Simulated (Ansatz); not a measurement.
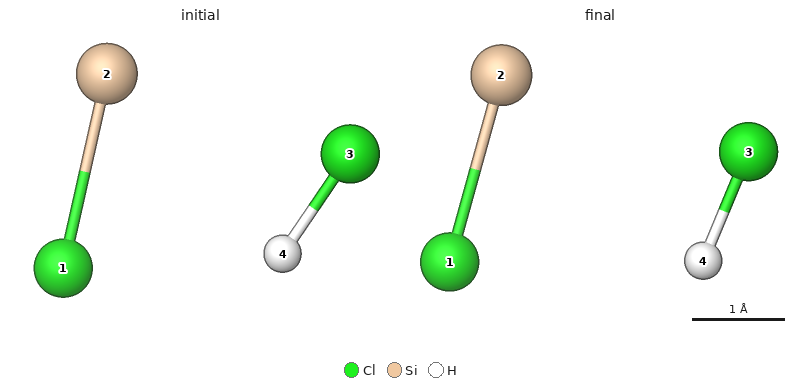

The structure of SiHCl₂ (multiplicity 2) before (left) and after (right) a relaxation, at one scale.

A ball-and-stick model, seen face on.

It is one of the separated reactants of a reaction.

Computed with UKS PBE0-D4/def2-TZVP (Ansatz).

Input
```yaml
crystal:
  periodic: [false, false, false]
  atoms:
    - {symbol: Cl, position_ang: [-1.712985, 0.038830, 0.636594]}
    - {symbol: Si, position_ang: [0.410145, -0.401238, 0.615535]}
    - {symbol: Cl, position_ang: [0.106156, -0.421548, -2.169594]}
    - {symbol: H, position_ang: [-1.082510, -0.161659, -1.673637]}
basis:
  gaussian: {orbitals: def2-TZVP}
magnetization: {spin_polarized: true, initial_magnetization: 1}
hamiltonian: {xc: pbe0, dispersion: d4}
relax: {f_tol: 0.005, max_steps: 200}
```

Launched with:
```bash
ansatz run in.yaml --threads 2 --pin off --events-out ev --progress --plain --max-ram 4352MiB
```

Summarise the run.

H4 moves most after the best rigid fit: 0.24 Å. Largest moves by element: H 0.24 Å, Cl 0.16 Å, Si 0.06 Å. Near-neighbour distances that change, for instance: Cl1–Si2 2.168 → 2.109 Å, Cl3–H4 1.314 → 1.285 Å. The energy falls by 3.12 kJ/mol in 6 geometry steps. The largest force component goes from 0.53 to 0.0016 eV/Å. Cost: 26 s on 2 threads of Arm Neoverse V2, on a shared host.

Limits of the set-up: the start holds two separate molecules, 2.4 Å apart at their closest, whose relative position is a soft coordinate.
